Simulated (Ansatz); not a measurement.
## Electronic structure of H$_{4}$O$_{2}$Si···NH$_{3}$ in real space

Input

```
crystal:
  periodic: [false, false, false]
  atoms:
    - {symbol: Si, position_ang: [-0.221289, 0.567405, -0.405517]}
    - {symbol: N, position_ang: [-0.177524, -1.250052, 0.710924]}
    - {symbol: H, position_ang: [-0.160916, 1.876735, -1.184614]}
    - {symbol: H, position_ang: [-1.660907, 0.215767, -0.586705]}
    - {symbol: O, position_ang: [0.214515, 1.168483, 1.093519]}
    - {symbol: H, position_ang: [0.765553, -1.393150, 1.053163]}
    - {symbol: O, position_ang: [0.877217, -0.299413, -1.322164]}
    - {symbol: H, position_ang: [-0.805243, -1.197175, 1.503846]}
    - {symbol: H, position_ang: [-0.432008, -2.035748, 0.124867]}
    - {symbol: H, position_ang: [0.376530, 2.112475, 1.051494]}
    - {symbol: H, position_ang: [1.224073, 0.234672, -2.038813]}
basis:
  gaussian: {orbitals: def2-TZVPP}
hamiltonian: {xc: pbe0, dispersion: d4}
output: {orbitals: {seedname: orbitals}}
```

Command:

```sh
ansatz run in.yaml --threads 4 --pin off --events-out ev --progress --plain --max-ram 9574MiB
```

The product side of a reaction path; geometry: PBE0-D4/def2-TZVP.

Computed with Ansatz 0.2.0, RKS PBE0-D4/def2-TZVPP.

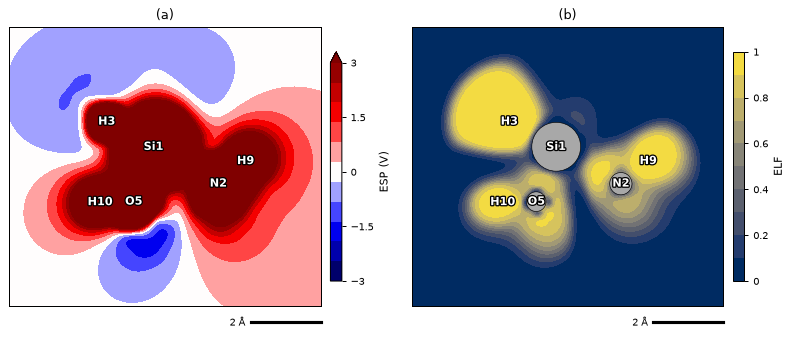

Figure 1. (a) molecular electrostatic potential; (b) ELF on the plane of atoms H3, Si1 and O5. Grey discs cover the atomic cores in the ELF map.

> Interpret the plot.

The section cuts through Si, N, H and O sites. Si1···N2 (2.13 Å): the ELF peaks at about 0.95 in the valence shell of N, 0.7 Å from its nucleus, and is about 0.75 at the midpoint. Si–O (1.67 Å): the ELF peaks at about 0.90 between the atoms: a polar covalent bond. O–H (0.96 Å): the ELF climbs to about 1 towards the hydrogen, as it does in any bond to H (a covalent bond by its length). N–H (1.01 Å): the ELF climbs to about 1 towards the hydrogen (a covalent bond by its length). The ELF also peaks beside O5, away from the bonds: lone-pair regions. Outside the dense part of the complex the potential is most negative (−1.8 V) near O5.

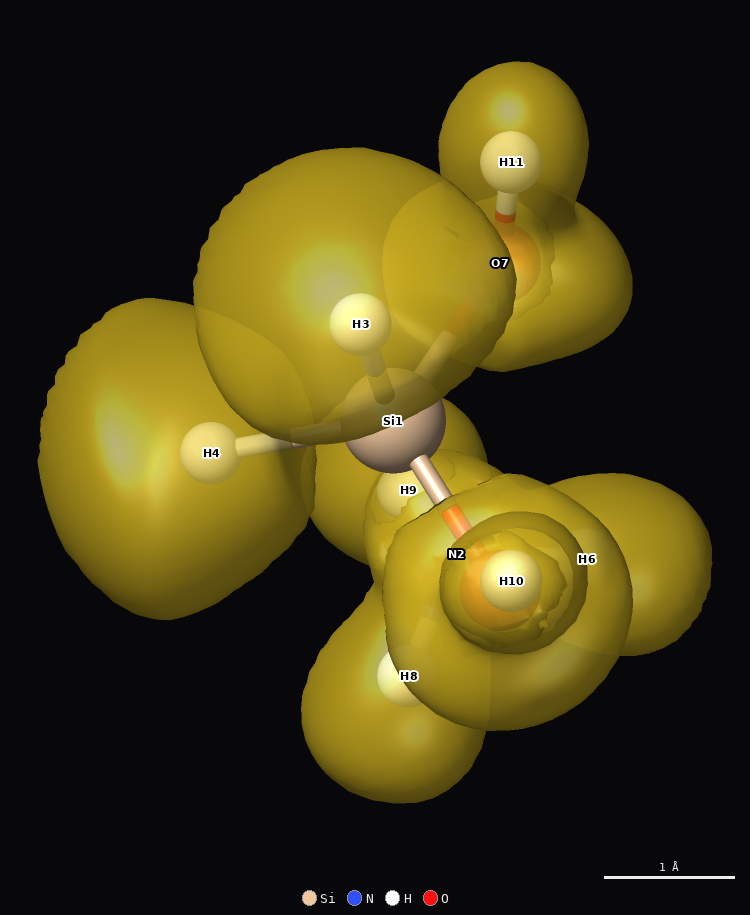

Figure 2. Isosurface of the ELF at 0.75 (yellow), seen at an oblique angle. Only the valence region is drawn (cores and ρ < 0.01 e/Å³ removed).

> Describe the localisation domains.

The surface consists of two regions around hydrogen nuclei, one joined region spread over several atoms (H, N), in which their bonds and any lone pairs are merged and two joined regions spread over several atoms (H, O), in which their bonds and any lone pairs are merged.

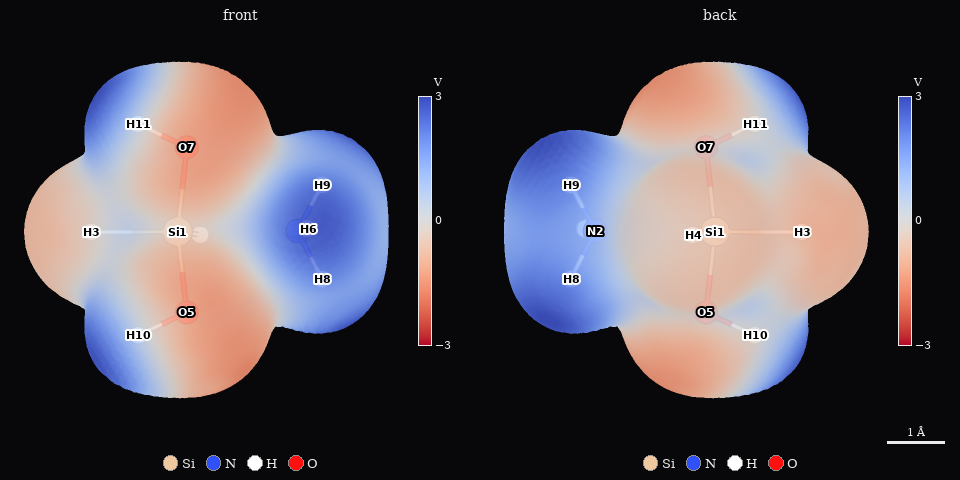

Figure 3. The molecular electrostatic potential painted on the density surface at 0.004 e/bohr³, seen from the front and from behind; red is negative and blue positive.

> Where is the surface potential most negative and most positive?

The most negative region (about −1.6 V) lies over O5 and O7, the most positive (about +2.9 V) over H6, H8, H9 and H11.
